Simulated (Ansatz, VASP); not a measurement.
# Cross-check of Fe2As between VASP and Ansatz, part 2 of 2

Wanted: the spread between two codes on one cell, functional and k mesh.

VASP 6.6.1 and Ansatz 0.2.0.

So far. Step 2 (VASP: single point, PBEsol): The run ends at a pressure of -12.58 GPa, with forces up to 0.20 eV/Å.

The database entry behind the starting cell is an old determination (1935), so it need not match the best structure at ambient conditions.

### Step 3. Ansatz: single point, PBEsol

Level of this step: Ansatz beside VASP: Kohn-Sham DFT, plane waves, PBEsol (Ansatz).

Ansatz runs on its default PAW (the set named soft_2) files.

The same cell, functional, mesh and smearing now go to Ansatz, which takes its cutoff from its data sets.

input.yaml reads:

```yaml
crystal:
  lattice:
    - [3.627, 0.0, 0.0]
    - [0.0, 3.627, 0.0]
    - [0.0, 0.0, 5.973]
  atoms:
    - { symbol: Fe, position: [0.5, 0.0, 0.67], spin: 3.0 }
    - { symbol: Fe, position: [0.0, 0.5, 0.33], spin: 3.0 }
    - { symbol: Fe, position: [0.5, 0.5, 0.0], spin: 3.0 }
    - { symbol: Fe, position: [0.0, 0.0, 0.0], spin: 3.0 }
    - { symbol: As, position: [0.5, 0.0, 0.265] }
    - { symbol: As, position: [0.0, 0.5, 0.735] }
hamiltonian:
  xc: pbesol
  pseudopotentials: { kind: paw }
magnetization:
  spin_polarized: true
kpoints:
  mp_grid: { grid: [4, 4, 3] }
scf:
  occupations: { method: methfessel_paxton, width: 0.1 }
  n_extra_bands: 13
output:
  forces: true
  stress: true
  eigenvalues: true
```

Started as:

```console
ansatz run input.yaml --threads 4 --pin off --max-ram 9216MiB --backend cpu --events-out ev --progress --plain --runs-dir out
```

Numbers of over 12 decimals in the logs are rounded to 6 here.

Output:

```text
Warning: the band count 60 (scf.n_extra_bands) hosts the net moment |M| = 12.0000 μB (N_el = 94) but caps the reachable moment at 2·n_bands − N_el = 26.0000 μB, below the 64 bands that the automatic rule leaves for it — a moment growing past the seed, or the majority channel's smearing tail, pins there with fewer empty majority states than that count leaves; raise or omit scf.n_extra_bands unless the cap is intended
scf.n_extra_bands = 13 over 47 filled bands (N_el = 94.0): the run solves 60 bands
Engine: ansatz 0.2.0, x86_64-unknown-linux-gnu
Pseudopotentials: kind: paw
Pseudopotential: Fe, paw, valence charge 16, recommended cutoff 420 eV (normal), Fe.paw.azcp
Pseudopotential: As, paw, valence charge 15, recommended cutoff 420 eV (normal), As.paw.azcp
Functional definition: PBEsol
  exchange = pbesol_x
  correlation = pbesol_c
Crystal: 6 atoms, lattice volume = 78.576 Å³
Basis set: ecut = 420 eV, 1523 PW (Γ), exchange–correlation on 50×50×80 points (8 copies of the dense FFT grid, shifted against one another)
Bands: 60, of which v1, the nominal top of the filled ones, is band 47 counted from 1 (46 counted from 0)
Symmetry: 16 space group operations
Space group: P4/nmm (ITA 129), of the structure as read, at distance tolerance 4.3e-5 Å
Magnetic group: BNS 129.411 (UNI 1071), of the structure as read, at distance tolerance 4.3e-5 Å
k-points: 12 of 48
Non-local potential: Fe, projectors of the file, l = 0: 3, l = 1: 2, l = 2: 3, l = 3: 1
Non-local potential: As, projectors of the file, l = 0: 2, l = 1: 2, l = 2: 3, l = 3: 1
PAW form: soft (Blöchl's): semilocal exchange-correlation on the pseudo side does not see the compensation charge
PAW frozen core: Fe, regenerated for the run's functional, and the local potential with it (the file was generated under x = pbe(κ = 0.804, μ = 0.219515), c = pbe(β = 0.066725))
PAW frozen core: As, regenerated for the run's functional, and the local potential with it (the file was generated under x = pbe(κ = 0.804, μ = 0.219515), c = pbe(β = 0.066725))
PAW one-centre angular grid: Fe, 590 points (default); XC on 64 Gauss nodes
PAW one-centre angular grid: As, 590 points (default); XC on 64 Gauss nodes
Initial density: superposition of atomic densities (chi_scale 0.1, normalization cell)
Starting moments: Σ|m| = 12 μB on 4 of 6 sites
Initial wavefunctions: pseudopotential atomic-orbital guess
Functional: x = pbesol(κ = 0.804, μ = 0.123457), c = pbesol(β = 0.046)
SCF iter   1: F=—  HF=-27419.486774 eV  |F-HF|=—  |Δ(HF+E_count)|=         —  Δρ=1.07e-1 (↑1.07e-1 ↓7.30e-2)  dr2=3.18e0  dr2_m=5.28e0  M=8.242 μB ∫|m|=8.697 μB  β_m=0.30  ethr=3.10e-3  ⟨swp⟩=5.2  Hψ=4566  notcnv=0  defer=5
Mixer restart at iter 1: flushing history
preconditioner: auto → Kerker (q_TF=auto, 2.811 Å⁻¹)  [metal: Δε(μ)=0.031 eV  Ē_g=7.227 eV  σ=0.100 eV  W_gap=0.17  n_scr=36 (ndim 8)  ℏωp=27.1 eV  f_vac=0.000  D(μ)=7.99/eV (n_scr^D=108)]
spin=Collinear: Kerker preconditioning applied to the charge; magnetization (m = ρ↑ − ρ↓) channel mixes plain (no charge-response kernel on spin).
SCF iter   2: F=—  HF=-27419.300304 eV  |F-HF|=—  |Δ(HF+E_count)|=   1.86e-1  Δρ=6.40e-2 (↑6.36e-2 ↓6.40e-2)  dr2=2.17e0  dr2_m=2.77e0  M=8.126 μB ∫|m|=8.624 μB  β_m=0.60  ethr=3.10e-3  ⟨swp⟩=2.0  Hψ=1910  notcnv=0  defer=90
SCF iter   3: F=—  HF=-27422.305596 eV  |F-HF|=—  |Δ(HF+E_count)|=    3.01e0  Δρ=5.36e-2 (↑5.36e-2 ↓3.71e-2)  dr2=1.21e0  dr2_m=1.37e0  M=6.486 μB ∫|m|=7.214 μB  β_m=0.72  ethr=2.31e-3  ⟨swp⟩=3.0  Hψ=2473  notcnv=0  defer=90
SCF iter   4: F=—  HF=-27421.914694 eV  |F-HF|=—  |Δ(HF+E_count)|=   3.91e-1  Δρ=1.20e-2 (↑1.20e-2 ↓1.06e-2)  dr2=4.52e-1  dr2_m=6.17e-2  M=6.086 μB ∫|m|=6.797 μB  β_m=0.83  ethr=1.28e-3  ⟨swp⟩=3.0  Hψ=2390  notcnv=0  defer=92
SCF iter   5: F=—  HF=-27421.939321 eV  |F-HF|=—  |Δ(HF+E_count)|=   2.46e-2  Δρ=2.22e-2 (↑7.90e-3 ↓2.22e-2)  dr2=5.71e-1  dr2_m=4.35e-2  M=6.089 μB ∫|m|=6.747 μB  β_m=0.68  ethr=4.81e-4  ⟨swp⟩=2.6  Hψ=2424  notcnv=0  defer=92
SCF iter   6: F=—  HF=-27421.966790 eV  |F-HF|=—  |Δ(HF+E_count)|=   2.75e-2  Δρ=8.37e-3 (↑8.37e-3 ↓7.95e-3)  dr2=5.06e-2  dr2_m=3.44e-2  M=6.093 μB ∫|m|=6.758 μB  β_m=0.84  ethr=4.81e-4  ⟨swp⟩=2.5  Hψ=2230  notcnv=0  defer=95
SCF iter   7: F=—  HF=-27421.962625 eV  |F-HF|=—  |Δ(HF+E_count)|=         —  Δρ=4.29e-3 (↑3.94e-3 ↓4.29e-3)  dr2=1.25e-2  dr2_m=9.79e-3  M=6.098 μB ∫|m|=6.768 μB  β_m=0.84  ethr=5.39e-5  ⟨swp⟩=2.0  Hψ=2056  notcnv=0  defer=95
Mixer restart at iter 7: flushing history
SCF iter   8: F=—  HF=-27421.967029 eV  |F-HF|=—  |Δ(HF+E_count)|=   4.40e-3  Δρ=4.57e-3 (↑4.47e-3 ↓4.57e-3)  dr2=5.19e-2  dr2_m=3.44e-4  M=6.095 μB ∫|m|=6.769 μB  β_m=0.72  ethr=1.33e-5  ⟨swp⟩=2.1  Hψ=2874  notcnv=0  defer=91
[...]
Mixer restart at iter 14: flushing history
iteration 14: the input's own smearing fills from here on; a Gaussian of 0.1 eV has filled iterations ahead of it
SCF iter  15: F=—  HF=-27421.956093 eV  |F-HF|=—  |Δ(HF+E_count)|=   3.52e-3  S|Δr|=    0.00e0  Δρ=8.84e-3 (↑2.98e-3 ↓8.84e-3)  dr2=1.44e-1  dr2_m=6.38e-3  M=6.064 μB ∫|m|=6.748 μB  β_m=0.17  ethr=4.58e-8  ⟨swp⟩=3.0  Hψ=2945  notcnv=0  defer=91  recentre
SCF iter  16: F=—  HF=-27421.952634 eV  |F-HF|=—  |Δ(HF+E_count)|=   3.46e-3  S|Δr|=    0.00e0  Δρ=1.53e-3 (↑4.93e-4 ↓1.53e-3)  dr2=3.10e-3  dr2_m=4.01e-4  M=6.067 μB ∫|m|=6.742 μB  β_m=0.05  ethr=4.58e-8  ⟨swp⟩=3.0  Hψ=2967  notcnv=0  defer=91
SCF iter  17: F=—  HF=-27421.952572 eV  |F-HF|=—  |Δ(HF+E_count)|=   6.16e-5  S|Δr|=    0.00e0  Δρ=5.60e-4 (↑4.46e-4 ↓5.60e-4)  dr2=6.72e-5  dr2_m=1.49e-4  M=6.067 μB ∫|m|=6.743 μB  β_m=0.06  ethr=4.58e-8  ⟨swp⟩=2.0  Hψ=1756  notcnv=0  defer=91
SCF iter  18: F=—  HF=-27421.952596 eV  |F-HF|=—  |Δ(HF+E_count)|=   2.33e-5  S|Δr|=    0.00e0  Δρ=3.94e-4 (↑3.18e-4 ↓3.94e-4)  dr2=1.46e-5  dr2_m=7.51e-5  M=6.067 μB ∫|m|=6.743 μB  β_m=0.17  ethr=4.58e-8  ⟨swp⟩=1.4  Hψ=1533  notcnv=0  defer=91
SCF iter  19: F=—  HF=-27421.952634 eV  |F-HF|=—  |Δ(HF+E_count)|=   3.88e-5  S|Δr|=    0.00e0  Δρ=1.22e-4 (↑1.20e-4 ↓1.22e-4)  dr2=1.46e-6  dr2_m=9.96e-6  M=6.068 μB ∫|m|=6.742 μB  β_m=0.58  ethr=1.55e-8  ⟨swp⟩=2.0  Hψ=2359  notcnv=0  defer=91
SCF iter  20: F=—  HF=-27421.952641 eV  |F-HF|=—  |Δ(HF+E_count)|=   6.15e-6  S|Δr|=    0.00e0  Δρ=2.70e-4 (↑6.47e-5 ↓2.70e-4)  dr2=7.19e-5  dr2_m=1.61e-5  M=6.068 μB ∫|m|=6.742 μB  β_m=0.58  ethr=1.55e-9  ⟨swp⟩=2.0  Hψ=2470  notcnv=0  defer=91
SCF iter  21: F=—  HF=-27421.952641 eV  |F-HF|=—  |Δ(HF+E_count)|=   7.54e-7  S|Δr|=    0.00e0  Δρ=1.53e-4 (↑3.17e-5 ↓1.53e-4)  dr2=3.27e-5  dr2_m=3.36e-6  M=6.068 μB ∫|m|=6.742 μB  β_m=0.58  ethr=1.55e-9  ⟨swp⟩=2.3  Hψ=2529  notcnv=0  defer=91
SCF iter  22: F=—  HF=-27421.952641 eV  |F-HF|=—  |Δ(HF+E_count)|=   4.12e-7  S|Δr|=    0.00e0  Δρ=9.37e-5 (↑1.82e-5 ↓9.37e-5)  dr2=1.30e-5  dr2_m=1.17e-6  M=6.068 μB ∫|m|=6.742 μB  β_m=0.79  ethr=1.55e-9  ⟨swp⟩=2.5  Hψ=2394  notcnv=0  defer=91
SCF iter  23: F=-27421.952641 eV  HF=-27421.952641 eV  |F-HF|=6.08e-9  |Δ(HF+E_count)|=   2.81e-8  S|Δr|=    0.00e0  Δρ=3.96e-6 (↑2.70e-6 ↓3.96e-6)  dr2=1.67e-8  dr2_m=3.49e-9  M=6.068 μB ∫|m|=6.743 μB  ethr=1.06e-10  ⟨swp⟩=8.5  Hψ=6473  notcnv=0
SCF 1 converged in 23 iterations: F = -27421.952641 eV  dr2 = 1.67e-8
  greatest PAW one-centre occupation: 1.003 electrons in one spin orbital (limit 2), on the Fe atom at site 1 (counted from 0), in its partial waves of l = 1
this state was not tested for a lower state beside it, because cold or Methfessel-Paxton smearing, or corrected tetrahedra, fill the levels in a way that the test cannot read (fill_not_monotonic; see scf.lower_state_search)
SCF converged after 23 iterations
Magnetization: 6.0680 μB (50.0340 up, 43.9660 down)
Absolute magnetization: 6.7428 μB (∫|ρ↑−ρ↓|, with the PAW one-centre terms)
Spin contamination: 0.1756 ħ² per cell (⟨S²⟩ above its minimum at these occupations)
Per-site moments (μB) at R_I (Å): [(2.162091, 0.997864), (2.162091, 0.9978643125), (0.962971, 0.992933), (0.962971, 0.992933), (-0.058036, 0.992933), (-0.058036, 0.992933)]
Free energy (F): -27421.952641 eV
Harris-Foulkes:  -27421.952641 eV  (|F-HF|=6.08e-9)
Internal energy: -27421.957719 eV  (E = F + TS)
E sigma→0 (E₀):  -27421.953910 eV
Entropy (-TS):   0.005078 eV (0.846 meV/atom)
Fermi energy:    17.117074 eV
--- Per-component energies (eV) ---
  E_band       = -1226.233620
  E_kinetic    = 1618.441303
  E_local      = -11890.462700  (includes V_loc(G=0)·N_el)
  E_nonlocal   = -447.891221
  E_hartree    = 5500.039908
  E_xc         = -626.446304
  E_vxc        = -765.308074  (∫ρ·V_xc dr)
  E_paw        = -8933.726599  (= ΣΔE_a)
  E_vpaw       = -741.105118  (= ΣTr[D̂ρ^β])
  E_aug_tail   = 0.003478  (compensation charges beyond the density's cutoff)
  E_ewald      = -12644.565247
  E_core_change = 2.649664  (= ΣΔE_core)
  E_smearing   = 0.005078  (= −TS)
  E_closure    = -0.000000  (closes the sum)
  Σ components = -27421.952641   (vs F -27421.952641, Δ=0.00e0)
--- Forces (eV/Å), atoms counted from 1 ---
  atom   1  Fe     0.00000000     0.00000000     0.17400457
  atom   2  Fe     0.00000000     0.00000000    -0.17400457
  atom   3  Fe     0.00000000     0.00000000    -0.00000000
  atom   4  Fe     0.00000000     0.00000000    -0.00000000
  atom   5  As     0.00000000     0.00000000    -0.20381695
  atom   6  As     0.00000000     0.00000000     0.20381695
  max |Σ_I F_I| component: 2.78e-17 eV/Å
--- Stress (GPa, compression-positive) ---
      -11.587579       0.000000       0.000000
        0.000000     -11.587579       0.000000
        0.000000       0.000000     -15.424558
  P = ⅓ Tr σ = -12.8666 GPa (-128.666 kbar)
--- Band table (eV; the first three rows and the last of 24) ---
  k-point 0 ↑: bands = [... 43 lower, 15.6244, 15.9083, 15.9083, 16.4712, 16.5206, 16.5206, 16.7036, 17.6595, ... 9 higher]
  k-point 1 ↑: bands = [... 43 lower, 15.3236, 15.5934, 15.5934, 16.5313, 16.7027, 17.2940, 17.2940, 17.6595, ... 9 higher]
  k-point 2 ↑: bands = [... 43 lower, 15.8335, 15.8877, 15.9803, 16.2185, 16.4809, 16.5016, 16.5056, 17.7036, ... 9 higher]
  k-point 11 ↓: bands = [... 43 lower, 16.9268, 17.1317, 17.1317, 17.8223, 17.8223, 18.0872, 18.0872, 18.1296, ... 9 higher]
```

Wall time 4.1 s (4 threads of Intel Xeon Platinum 8375C at 2.90GHz (Ice Lake), shared host); peak memory 0.58 GiB.

The column dr2 measures how far the density is from self-consistency, as an energy; F and HF (Harris–Foulkes) agree once it is small.

The run ends at a pressure of -12.87 GPa, with forces up to 0.20 eV/Å.

### Step 4. Comparison

Known differences besides the PAW data sets themselves: the data sets hold 94 valence electrons in Ansatz (default PAW (the set named soft_2) files) and 42 in VASP; the cutoff is 420 eV in Ansatz and 350 eV in VASP; Ansatz makes its cores anew for this functional, VASP keeps those of its PBE data sets; VASP leaves aspherical gradient terms in its spheres out (LASPH is not set), Ansatz keeps them; site moments are counted in spheres of each program's own size. Total energies have different zeros and are not compared.

Compared:

```
          quantity  Ansatz    VASP  difference
    pressure (GPa)  -12.87  -12.58       -0.29
 total moment (μB)    6.07    6.07        0.00
moment on Fe1 (μB)    2.16    2.18       -0.02
moment on Fe2 (μB)    2.16    2.18       -0.02
moment on Fe3 (μB)    0.96    0.96        0.00
moment on Fe4 (μB)    0.96    0.96        0.00
moment on As5 (μB)   -0.06   -0.07       +0.01
moment on As6 (μB)   -0.06   -0.07       +0.01
```

Forces (eV/Å; atoms numbered as in POSCAR):

```
atom        Ansatz x, y, z          VASP x, y, z
 Fe1   0.000, 0.000, 0.174   0.000, 0.000, 0.178
 Fe2  0.000, 0.000, -0.174  0.000, 0.000, -0.178
 Fe3   0.000, 0.000, 0.000   0.000, 0.000, 0.000
 Fe4   0.000, 0.000, 0.000   0.000, 0.000, 0.000
 As5  0.000, 0.000, -0.204  0.000, 0.000, -0.199
 As6   0.000, 0.000, 0.204   0.000, 0.000, 0.199
```

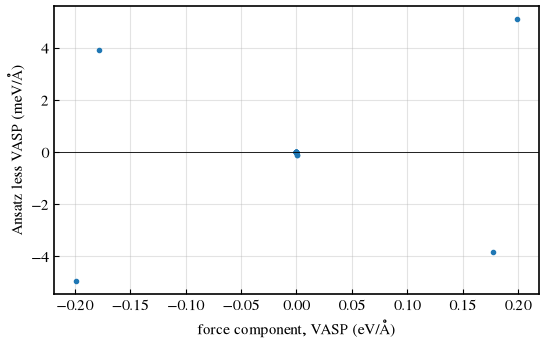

Difference of the force components against their size.

The forces differ by 2.1 meV/Å r.m.s., which is 2.4 % of the r.m.s. force of 0.09 eV/Å (both taken over all components). Ansatz's pressure holds a Pulay correction of 0.06 GPa; VASP's holds none.

### Step 5. Outcome

| Item | Value |
| --- | --- |
| r.m.s. force difference (single point, PBEsol) | 2.1 meV/Å |

The r.m.s. force difference is 2.1 meV/Å (single point, PBEsol), within the 12 meV/Å picked in this series as the mark of a large difference. How closely two codes agree says nothing of how well the functional describes the real material.

[Lines on the potential files, build, host, timing and source positions are cut from VASP's logs without a mark.]

[Logs are printed without paths, hosts, clocks, repeated set-up lines and the standing remarks that a program may print on its own settings, such as how far it seeks lower states.]

[Hosts, paths, dates, database ids (printed as entryN), source tags and the programs' standing remarks are cut or masked in the printed files.]
